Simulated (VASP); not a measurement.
Band structure of BeSe (zinc blende). Calculation: PW91 GGA, VASP's PBE PAW potentials (set 64) (plane waves; VASP).

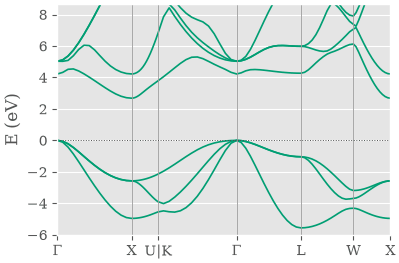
Bands along high-symmetry lines, zero at the valence-band maximum or, without a gap, the Fermi level

Read the plot: is there a gap, and where are the band edges?

The gap is indirect, 2.68 eV, from the valence maximum at Γ to the conduction minimum at X. (Edges off the drawn lines would not show.)

Measured: gap 4.00 eV (computed value off by -1.32 eV), as given by Das et al., (2018), arXiv:1807.05623.

The compound is BeSe in the zinc blende structure. It was relaxed first.
